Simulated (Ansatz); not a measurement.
HF: several calculations on one system

Part 1: Relaxation

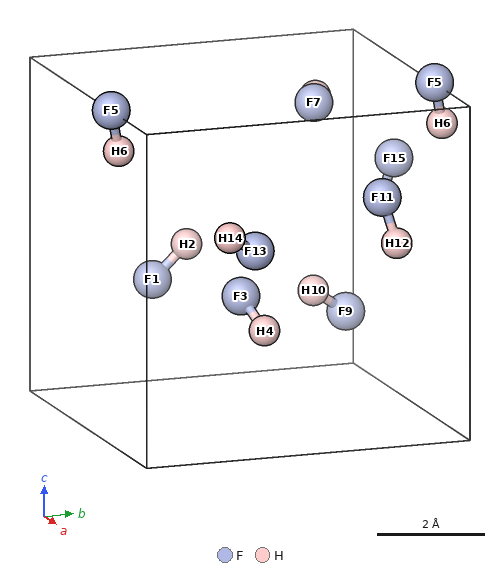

An amorphous cell of composition HF, before the relaxation. A ball-and-stick model of the cell of the calculation, seen slightly off an axis.

The cell holds 8 HF. The run prepares the start of a later molecular dynamics calculation, from a guessed geometry.

The calculation used DFT PBE, scalar-relativistic, plane waves, PAW (Ansatz).

Input file:
```yaml
accuracy: low
crystal:
  lattice:
    - [6.479224, 0.0, 0.0]
    - [0.0, 6.479224, 0.0]
    - [0.0, 0.0, 6.479224]
  atoms:
    - { symbol: F, position: [0.1773259, 0.3147528, 0.3492783] }
    - { symbol: H, position: [0.2041379, 0.4103605, 0.4537557] }
    - { symbol: F, position: [0.6505743, 0.4177397, 0.4001991] }
    - { symbol: H, position: [0.7672837, 0.4482839, 0.3213243] }
    - { symbol: F, position: [0.7509257, 0.9803625, 1.0164928] }
    - { symbol: H, position: [0.7127484, 1.0170952, 0.8824463] }
    - { symbol: F, position: [0.4147833, 0.7284099, 0.8996565] }
    - { symbol: H, position: [0.2812948, 0.780799, 0.8851145] }
    - { symbol: F, position: [0.2408394, 0.8896278, 0.2204321] }
    - { symbol: H, position: [0.2777039, 0.7759372, 0.3009971] }
    - { symbol: F, position: [0.8895103, 0.7685507, 0.7219184] }
    - { symbol: H, position: [0.9015074, 0.8089714, 0.584087] }
    - { symbol: F, position: [0.9557065, 0.3517857, 0.6116841] }
    - { symbol: H, position: [1.0301252, 0.2467425, 0.6765149] }
    - { symbol: F, position: [0.3608117, 0.9951806, 0.6989196] }
    - { symbol: H, position: [0.3183979, 0.9680951, 0.5638541] }
basis:
  ecutwfc: 420.0
kpoints:
  mp_grid: { grid: [1, 1, 1] }
hamiltonian:
  xc: pbe
scf:
  occupations: { method: fermi_dirac, width: 0.02 }
  lower_state_search: "off"
relax:
  f_tol: 0.3
  max_steps: 15
  adjacent_minimum: "off"
```

Run as
```bash
ansatz run input.yaml --threads 1 --pin off --max-ram 3072MiB --backend cpu --events-out ev --progress --plain --runs-dir out
```

**Predict the outcome.**

The atom that moves furthest is F3 (1.32 Å along [1 2 0]). By element the largest moves are F 1.32 Å, H 0.98 Å. The cell stays as it was. Near-neighbour distances that change, for instance: F15–H16 0.934 → 0.992 Å, F11–H12 0.934 → 0.976 Å, F1–H2 0.934 → 0.973 Å, F13–H14 0.934 → 0.958 Å. After 12 geometry steps the energy has fallen by 3.349 eV per cell of the calculation. The largest force component goes from 1.5 to 0.21 eV/Å. The run took 12 s on 1 thread of Intel(R) Xeon(R) Platinum 8488C (Sapphire Rapids), on a shared host, peak memory 0.4 GiB.

Final geometry:

```xyz
16
Lattice="6.4792 0.0000 0.0000 0.0000 6.4792 0.0000 0.0000 0.0000 6.4792" Properties=species:S:1:pos:R:3 pbc="T T T"
F     0.2886    2.6409    2.0176
H     0.4653    2.2861    2.9062
F     4.7495    3.9100    2.5490
H     5.5228    3.3930    2.2285
F     4.7187    0.0859    0.0153
H     4.9482    6.0611    5.7176
F     2.3188    4.6989    6.4056
H     2.2300    5.2917    5.6526
F     1.4697    5.4825    2.1093
H     1.9165    5.2511    1.2596
F     5.6194    5.2580    4.4273
H     5.2222    4.7338    3.7057
F     0.4990    1.8611    4.3909
H     0.9987    1.0505    4.4949
F     2.0505    6.2674    4.3305
H     1.9067    5.8899    3.4242
```

After the run, drawn alike:

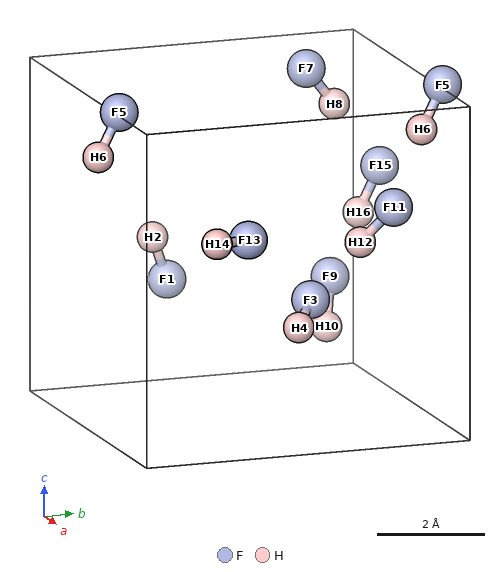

Limits of the set-up: the program's low-accuracy preset was used; the periodic images lie only 6.5 Å apart, so the values are limited by the cell's size.

Part 2: Dynamics

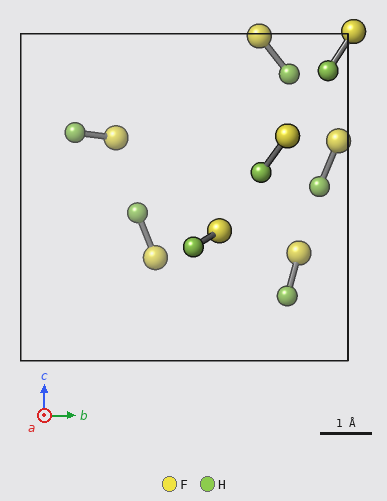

Starting frame of a dynamics run of a periodic cell with 8 HF at 0.977 g/cm³. A ball-and-stick model of the simulation cell, seen along the a axis.

Computed with Ansatz 0.2.0, DFT PBE, scalar-relativistic, plane waves, PAW.

Input file:
```yaml
accuracy: low
crystal:
  lattice:
    - [6.479224, 0.0, 0.0]
    - [0.0, 6.479224, 0.0]
    - [0.0, 0.0, 6.479224]
  atoms:
    - { symbol: F, position: [0.04454756, 0.40758981, 0.31140152] }
    - { symbol: H, position: [0.0718144, 0.35282832, 0.44853896] }
    - { symbol: F, position: [0.73302876, 0.60346668, 0.39341115] }
    - { symbol: H, position: [0.85239315, 0.5236796, 0.34394958] }
    - { symbol: F, position: [0.72828853, 1.01326209, 1.00236091] }
    - { symbol: H, position: [0.76370956, 0.93546768, 0.88245719] }
    - { symbol: F, position: [0.35788881, 0.72522145, 0.9886395] }
    - { symbol: H, position: [0.34417182, 0.81671578, 0.87242449] }
    - { symbol: F, position: [0.22683273, 0.84616484, 0.32554763] }
    - { symbol: H, position: [0.29579644, 0.8104583, 0.19440196] }
    - { symbol: F, position: [0.86729093, 0.81151427, 0.68331228] }
    - { symbol: H, position: [0.8059984, 0.73060512, 0.57193725] }
    - { symbol: F, position: [1.07701415, 0.28724087, 0.67769496] }
    - { symbol: H, position: [1.15413719, 0.16213459, 0.69373431] }
    - { symbol: F, position: [0.31647731, 0.96730077, 0.66836844] }
    - { symbol: H, position: [0.29428657, 0.90904434, 0.52849466] }
basis:
  ecutwfc: 420.0
kpoints:
  mp_grid: { grid: [1, 1, 1] }
hamiltonian:
  xc: pbe
scf:
  occupations: { method: fermi_dirac, width: 0.02 }
  lower_state_search: "off"
md:
  timestep: 0.5
  n_steps: 300
  ensemble: nvt_langevin
  temperature: 700.0
  initial_velocities: maxwell_boltzmann
  seed: 214073
  friction: 0.02
```

Launched with:
```bash
ansatz run input.yaml --threads 1 --pin off --max-ram 3072MiB --backend cpu --events-out ev --progress --plain --runs-dir out
```

**What does the trajectory do?**

Over the second half the temperature averages 696 K (spread ±88 K). The potential energy is still drifting at the end, so the run hasn't reached equilibrium. The potential energy in the second half lies on average 81.4 meV per atom above the first frame. In the second half of the run the atoms are, in the root-mean-square, this far from where they began (common drift taken out): H 0.74 Å, F 0.72 Å. The heavy atoms stay within a fraction of a molecule's size of their starting places; so short a run doesn't tell a liquid from a solid.

Along the run (each row but the first and the last is the mean over the interval that it begins):

```json
{"time (fs)": "0.0", "potential energy (meV/atom)": "0.0", "T (K)": "656"}
{"time (fs)": "18.5", "potential energy (meV/atom)": "44.0", "T (K)": "625"}
{"time (fs)": "37.0", "potential energy (meV/atom)": "60.2", "T (K)": "735"}
{"time (fs)": "55.5", "potential energy (meV/atom)": "77.2", "T (K)": "652"}
{"time (fs)": "74.0", "potential energy (meV/atom)": "72.0", "T (K)": "649"}
{"time (fs)": "92.5", "potential energy (meV/atom)": "68.1", "T (K)": "685"}
{"time (fs)": "111.0", "potential energy (meV/atom)": "81.5", "T (K)": "710"}
{"time (fs)": "129.5", "potential energy (meV/atom)": "101.4", "T (K)": "725"}
{"time (fs)": "148.0", "potential energy (meV/atom)": "110.5", "T (K)": "712"}
```

The paths of the atoms:

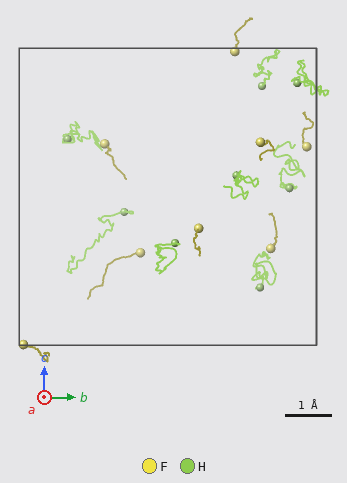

Limits of the set-up: the program's low-accuracy preset was used; the periodic images lie only 6.5 Å apart, so the values are limited by the cell's size.

Cost: 4 min on 1 thread of Intel(R) Xeon(R) Platinum 8488C (Sapphire Rapids), with other jobs on the host, peak memory 0.4 GiB.

Part 3: Dynamics

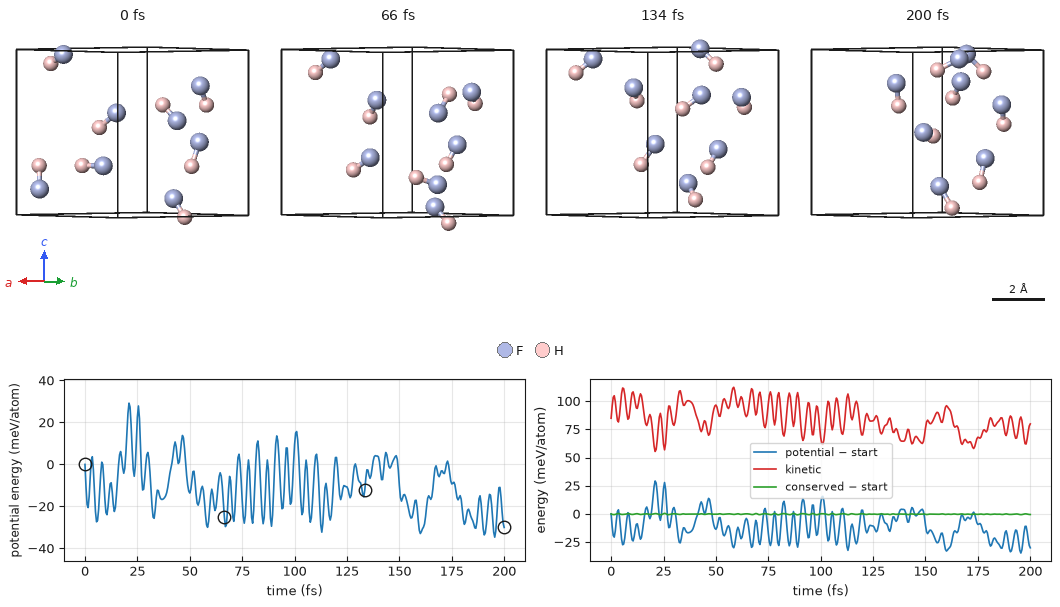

First-principles dynamics of a periodic cell with 8 HF at 0.977 g/cm³, 200 fs long. It starts from the last geometry of an earlier run, with fresh velocities. Frames and the history of the run. The picture is a ball-and-stick view of the simulation cell, seen from a free direction. Atoms that leave the cell re-enter on the other side.

Theory: DFT PBE, scalar-relativistic, plane waves, PAW (Ansatz 0.2.0). Run with plane-wave cutoff 420 eV; k-point mesh 1 × 1 × 1; Fermi-Dirac smearing 0.02 eV; low-accuracy preset; Nosé-Hoover thermostat (NVT); set temperature 700 K; time step 0.5 fs; thermostat time 100.0 fs.

Q: What do the frames and curves show?

A: In the second half of the run the atoms are, in the root-mean-square, this far from where they began (common drift taken out): H 1.18 Å, F 1.03 Å. The molecules turn and drift from their places. Over the second half the temperature averages 642 K (spread ±87 K). The potential energy in the second half lies on average 12.7 meV per atom below the first frame. The conserved quantity stays between −0.77 and 0.5 meV per atom of its start. A straight-line fit has a slope that amounts to −0.13 meV per atom over 200 fs (0.2 % of the mean kinetic energy), and the ripple about it is 1.8 % of the kinetic energy's fluctuation. With a drift under 2 % and a ripple under 7 %, the integration is accurate.

Limits of the set-up: the program's low-accuracy preset was used; the periodic images lie only 6.5 Å apart, so the values are limited by the cell's size.

The run took 4.7 min on 1 thread of Intel(R) Xeon(R) Platinum 8488C (Sapphire Rapids), on a shared host, peak memory 0.39 GiB.
